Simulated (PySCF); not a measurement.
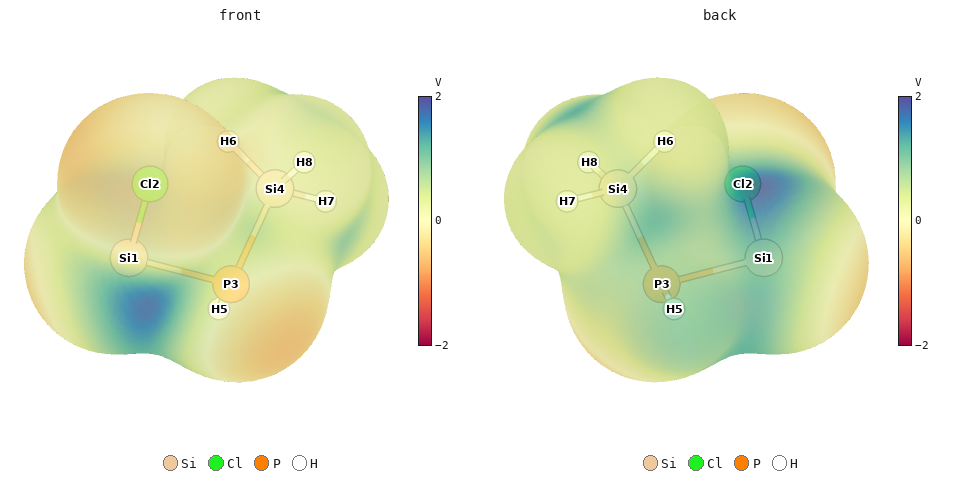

The picture shows: ClH$_{4}$PSi$_{2}$ (SMILES [SiH3]P[Si]Cl). The electrostatic potential painted on the density surface at 0.002 e/bohr³, seen from the front and from behind; the colour scale runs from red (negative) to blue (positive).

Geometry: PBE0-D3(BJ)/def2-SVP.

The calculation used PySCF, PBE0/pcSseg-2, SCF density, gas phase, non-relativistic.

```xyz
8

Si    2.3381    0.5636   -0.3818
Cl    2.3635   -1.2708    0.6656
P     0.3669    1.3189    0.4190
Si   -1.0209   -0.4229    0.0368
H     0.0407    2.1553   -0.6902
H    -0.6266   -1.2623   -1.1344
H    -2.3773    0.1507   -0.2093
H    -1.0370   -1.2600    1.2673
```

> Where is the surface potential most negative and most positive?

The most negative region (about −0.6 V, or −14 kcal/mol for a unit charge) lies over P3, the most positive (about +1.8 V, or +42 kcal/mol for a unit charge) over Si1.

> What dipole moment does the calculation give?

Its dipole moment is 1.54 D.
